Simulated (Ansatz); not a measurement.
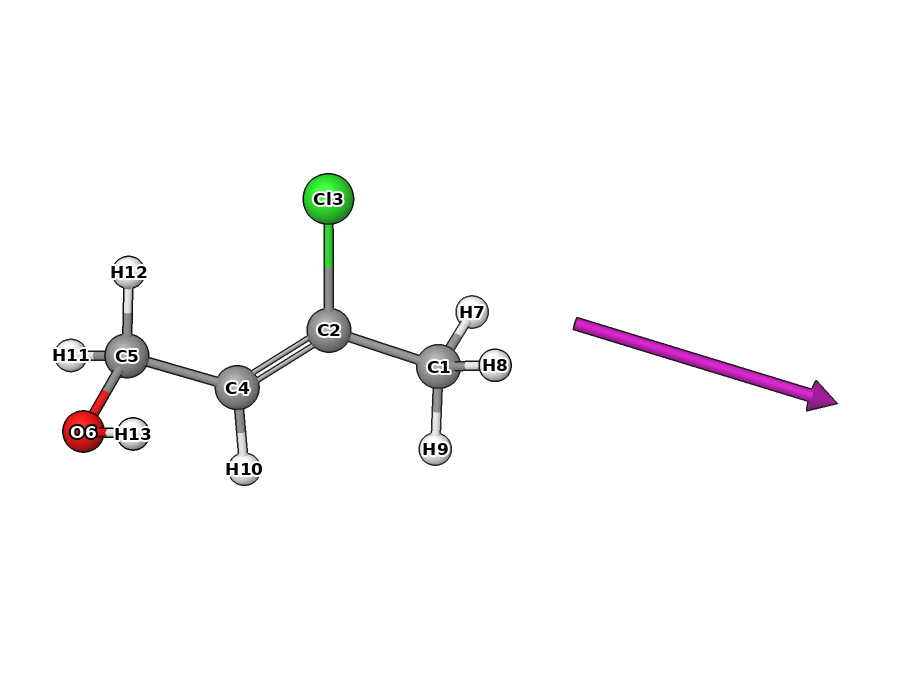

The arrow beside the molecule shows the direction of the dipole moment, from the negative to the positive end (its length means nothing). The geometry was computed by an optimisation with PBE-D4/def2-SVP. No frequency run is at hand to confirm it as a minimum. Method: RKS PBE-D4/def2-SVP (Ansatz 0.2.0).

> Estimate the dipole moment.

1.76 D; it points from the side of H11 to the side of H8 (the outermost atoms at the two ends).
